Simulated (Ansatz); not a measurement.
Consider Al7N.

The calculation's input:

```
crystal:
  lattice:
    - [1.4407927513, 0.8318420828, 15.7598730875]
    - [-1.4407927513, 0.8318420828, 15.7598730875]
    - [0.0, -1.6636841656, 15.7598730875]
  atoms:
    - { symbol: Al, position: [0.2134964019, 0.2134964019, 0.2134964019] }
    - { symbol: Al, position: [0.9267452906, 0.9267452906, 0.9267452906] }
    - { symbol: Al, position: [0.6385191658, 0.6385191658, 0.6385191658] }
    - { symbol: Al, position: [0.3599859211, 0.3599859211, 0.3599859211] }
    - { symbol: Al, position: [0.0753847368, 0.0753847368, 0.0753847368] }
    - { symbol: Al, position: [0.787719544, 0.787719544, 0.787719544] }
    - { symbol: Al, position: [0.5005937264, 0.5005937264, 0.5005937264] }
    - { symbol: "N", position: [0.6775552136, 0.6775552136, 0.6775552136] }
basis:
  ecutwfc: 420
kpoints:
  mp_grid: { grid: [12, 12, 12] }
hamiltonian:
  xc: pbe
scf:
  occupations: { method: gaussian, width: 0.1 }
output:
  forces: true
  stress: true
  eigenvalues: true
  write_density: true
  write_potential: true
  elf: true
  volumetric_format: npy
relax:
  adjacent_minimum: "off"
  f_tol: 0.01
  max_steps: 30
  cell: { stress_tol: 0.1, fix: [volume] }
```

Launched as:

```sh
ansatz run input.yaml --threads 1 --pin off --max-ram 2560MiB --backend cpu --events-out ev --progress --plain --runs-dir out
```

Below, planes, directions and counts refer to the conventional cell (a = 2.88 Å, b = 2.88 Å, c = 47.33 Å, α = 90.00°, β = 90.00°, γ = 120.00°).

The fields are those of the run's last geometry, not of the input's.

Space group R3m; a generated structure, not necessarily the stable one; changed on purpose from its base cell (volume × 0.91, shape and atoms relaxed); computed pressure about 10 GPa in this cell.

Computed with DFT PBE, scalar-relativistic, plane waves, PAW (Ansatz).

### Predict the valence pseudo-density and electron localisation function between the atoms.

Al–N (1.85 Å): the density is about 0.71 e/Å³ at the midpoint; the ELF peaks at about 0.85 between the atoms.

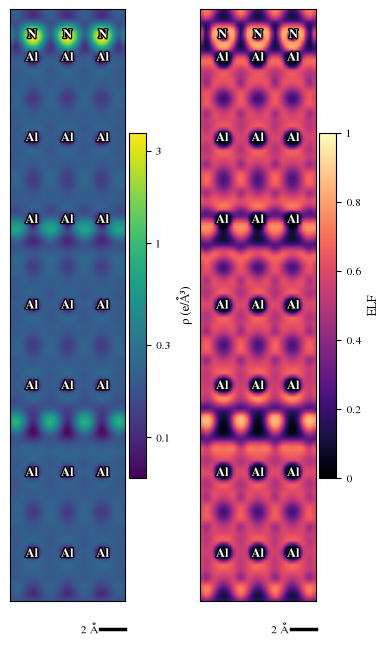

Computed valence pseudo-density and electron localisation function on the (100) plane of the conventional cell, in this order. Atoms just off the plane (Al, 0.8 Å away and N, 0.8 Å away) can leave unmarked features too.

Core electrons are frozen (PAW), and the valence fields are smoothed inside the atomic spheres.
